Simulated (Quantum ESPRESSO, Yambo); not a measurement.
# MoS2 (P6_3/mmc): G0W0 in Yambo against the screening cutoff, part 2 of 2

How does the gap of MoS2 (P6_3/mmc) converge in the screening cutoff?

Yambo 5.3.0; PBE and many-body steps on it, plane waves. Known limits of the many-body steps: not at the basis limit; no spin-orbit coupling; coarse k mesh.

So far. Step 2 (1.5 Ha): The gap on the mesh goes from 0.89 eV to 1.16 eV, a correction of +0.27 eV. Step 3 (2.5 Ha): Against the run before, the gap moves by +0.018 eV.

The database entry behind the starting cell differs from later determinations by our own check (about 0.3 % long), so it need not match the best structure at ambient conditions.

**4. 4.75 Ha**

Level of this step: G0W0 on PBE, plane waves, norm-conserving pseudopotentials (Yambo).

gw9.in

```
HF_and_locXC
gw0
dyson
ppa
em1d
rim_cut
RandQpts= 1000000
RandGvec= 1 RL
EXXRLvcs= 72 Ry
VXCRLvcs= 288 Ry
Chimod= "HARTREE"
% BndsRnXp
 1 | 106 |
%
NGsBlkXp= 9.5 Ry
% LongDrXp
 1 | 1 | 1 |
%
% GbndRnge
 1 | 106 |
%
DysSolver= "n"
ExtendOut
PPAPntXp= 27.21138 eV
% QPkrange
 1 | 1 | 25 | 28 |
 9 | 9 | 25 | 28 |
 13 | 13 | 25 | 28 |
%
```

Command:

```
OMP_NUM_THREADS=2 mpirun -n 4 yambo -F gw9.in -J gw9 -C gw9 > gw9.log
```

The program printed:

```text
 Yambo, version 5.3.0

 [02] CORE Variables Setup
 =========================

  [... cell, symmetries and grids as in the set-up ...]

  [02.05] Energies & Occupations
  ==============================

  [X] === General ===
  [X] Electronic Temperature                        :  0.000000  0.000000 [eV K]
  [X] Bosonic    Temperature                        :  0.000000  0.000000 [eV K]
  [X] Finite Temperature mode                       : no
  [X] El. density                                   :  0.48515E+24 [cm-3]
[...]
QP @ state[ 2 ] b range                          :  25  28
   QP @ state[ 3 ] K range                          :  13  13
   QP @ state[ 3 ] b range                          :  25  28
   GF energies kind                                 : Perdew, Burke & Ernzerhof(X)+Perdew, Burke & Ernzerhof(C)
   GF WF`s kind                                     : Perdew, Burke & Ernzerhof(X)+Perdew, Burke & Ernzerhof(C)
   Xs energies kind                                 : Perdew, Burke & Ernzerhof(X)+Perdew, Burke & Ernzerhof(C)
   Xs WF`s kind                                     : Perdew, Burke & Ernzerhof(X)+Perdew, Burke & Ernzerhof(C)

 [11] Game Over & Game summary
```

Wall time 4.6 min (4 MPI ranks of Arm Neoverse V1, shared host); peak memory 3.7 GiB; 33 min of CPU time.

This step gave:

| Item | Value |
| --- | --- |
| G0W0 gap on the points computed | 1.249 eV |
| starting gap on the mesh | 0.8888 eV |
| k of the valence top | 0, 0, 0 |
| k of the conduction bottom | 0.1667, 0.1667, 0 |
| least direct G0W0 gap on the computed points | 2.246 eV |

Against the run before, the gap moves by +0.071 eV.

**5. 6 Ha**

gw10.in, as its differences from gw9.in of step 4:

```diff
@@ -14,3 +14,3 @@
 %
-NGsBlkXp= 9.5 Ry
+NGsBlkXp= 12 Ry
 % LongDrXp
```

Command:

```
OMP_NUM_THREADS=2 mpirun -n 4 yambo -F gw10.in -J gw10 -C gw10 > gw10.log
```

The program printed:

```text
 Yambo, version 5.3.0

 [02] CORE Variables Setup
 =========================

  [... cell, symmetries and grids as in the set-up ...]

  [02.05] Energies & Occupations
  ==============================

  [X] === General ===
  [X] Electronic Temperature                        :  0.000000  0.000000 [eV K]
  [X] Bosonic    Temperature                        :  0.000000  0.000000 [eV K]
  [X] Finite Temperature mode                       : no
  [X] El. density                                   :  0.48515E+24 [cm-3]
[...]
QP @ state[ 2 ] b range                          :  25  28
   QP @ state[ 3 ] K range                          :  13  13
   QP @ state[ 3 ] b range                          :  25  28
   GF energies kind                                 : Perdew, Burke & Ernzerhof(X)+Perdew, Burke & Ernzerhof(C)
   GF WF`s kind                                     : Perdew, Burke & Ernzerhof(X)+Perdew, Burke & Ernzerhof(C)
   Xs energies kind                                 : Perdew, Burke & Ernzerhof(X)+Perdew, Burke & Ernzerhof(C)
   Xs WF`s kind                                     : Perdew, Burke & Ernzerhof(X)+Perdew, Burke & Ernzerhof(C)

 [11] Game Over & Game summary
```

Run time: 7.7 min. Hardware: 4 MPI ranks; peak memory 3.7 GiB.

Numbers from this step:

```
G0W0 gap on the points computed              : 1.263 eV
starting gap on the mesh                     : 0.8888 eV
k of the valence top                         : 0, 0, 0
k of the conduction bottom                   : 0.1667, 0.1667, 0
least direct G0W0 gap on the computed points : 2.250 eV
```

Against the run before, the gap moves by +0.014 eV.

**6. 7.5 Ha**

gw11.in, as its differences from gw10.in of step 5:

```diff
@@ -14,3 +14,3 @@
 %
-NGsBlkXp= 12 Ry
+NGsBlkXp= 15 Ry
 % LongDrXp
```

Command:

```
OMP_NUM_THREADS=2 mpirun -n 4 yambo -F gw11.in -J gw11 -C gw11 > gw11.log
```

The program printed:

```text
 Yambo, version 5.3.0

 [02] CORE Variables Setup
 =========================

  [... cell, symmetries and grids as in the set-up ...]

  [02.05] Energies & Occupations
  ==============================

  [X] === General ===
  [X] Electronic Temperature                        :  0.000000  0.000000 [eV K]
  [X] Bosonic    Temperature                        :  0.000000  0.000000 [eV K]
  [X] Finite Temperature mode                       : no
  [X] El. density                                   :  0.48515E+24 [cm-3]
[...]
QP @ state[ 2 ] b range                          :  25  28
   QP @ state[ 3 ] K range                          :  13  13
   QP @ state[ 3 ] b range                          :  25  28
   GF energies kind                                 : Perdew, Burke & Ernzerhof(X)+Perdew, Burke & Ernzerhof(C)
   GF WF`s kind                                     : Perdew, Burke & Ernzerhof(X)+Perdew, Burke & Ernzerhof(C)
   Xs energies kind                                 : Perdew, Burke & Ernzerhof(X)+Perdew, Burke & Ernzerhof(C)
   Xs WF`s kind                                     : Perdew, Burke & Ernzerhof(X)+Perdew, Burke & Ernzerhof(C)

 [11] Game Over & Game summary
```

It took 12 min on 4 MPI ranks; peak memory 3.6 GiB.

Numbers from this step:

```yaml
g0w0_gap_on_the_points_computed: 1.269 eV
starting_gap_on_the_mesh: 0.8888 eV
k_of_the_valence_top: 0, 0, 0
k_of_the_conduction_bottom: 0.1667, 0.1667, 0
least_direct_g0w0_gap_on_the_computed_points: 2.251 eV
```

Against the run before, the gap moves by +0.006 eV.

**7. The runs together**

Times are wall times on 4 MPI ranks of Arm Neoverse V1, shared host, good to a factor of about two.

| run | mesh | bands | screening cutoff (eV) | DFT gap (eV) | gap on the mesh (eV) | direct (eV) | time |
| --- | --- | --- | --- | --- | --- | --- | --- |
| 1.5 Ha | 6×6×2 | 106 | 40.8 | 0.889 | 1.160 | 2.210 | 2.7 min |
| 2.5 Ha | 6×6×2 | 106 | 68 | 0.889 | 1.177 | 2.221 | 2.9 min |
| 4.75 Ha | 6×6×2 | 106 | 129.3 | 0.889 | 1.249 | 2.246 | 4.6 min |
| 6 Ha | 6×6×2 | 106 | 163.3 | 0.889 | 1.263 | 2.250 | 7.7 min |
| 7.5 Ha | 6×6×2 | 106 | 204.1 | 0.889 | 1.269 | 2.251 | 12 min |

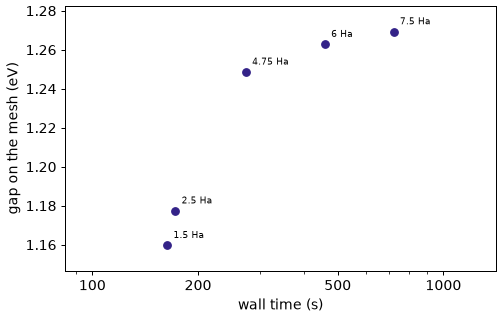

Result against wall time.

**8. Results**

| Quantity | Value |
| --- | --- |
| 1.5 Ha | 1.160 eV |
| 2.5 Ha | 1.177 eV |
| 4.75 Ha | 1.249 eV |
| 6 Ha | 1.263 eV |
| 7.5 Ha | 1.269 eV |
| known limits | not at the basis limit; no spin-orbit coupling; coarse k mesh |

The setting moved: screening cutoff. From 1.5 Ha to 7.5 Ha the gap moves by +0.11 eV, for 4.4 times the time. It holds to 0.03 eV from 4.75 Ha on. Bands and screening cutoff are coupled, so a series along one setting does not show full convergence. Bands and cutoff are finite, so the gap is not at the basis limit. The miss can reach some tenths of an eV and take either sign; the mesh is an error of its own. In the G0W0 runs levels were corrected at 3 k points alone, so a gap called «on the mesh» is the least over those, and an edge elsewhere would be missed. The 6×6×2 mesh is coarse for this cell, which bears on the long-range parts of exchange and screening. The many-body steps are scalar-relativistic: spin-orbit coupling is not in them.

[Paths, hosts, dates, memory and timing lines, banners, echoed tables and standing remarks are left out of the program output.]

[Logs are printed without paths, hosts, clocks, repeated set-up lines and the standing remarks that a program may print on its own settings, such as how far it seeks lower states.]

[Runs of the session that timed out or met a known fault of the program may be left out.]

[Hosts, paths, dates, database ids (printed as entryN), source tags and the programs' standing remarks are cut or masked in the printed files.]
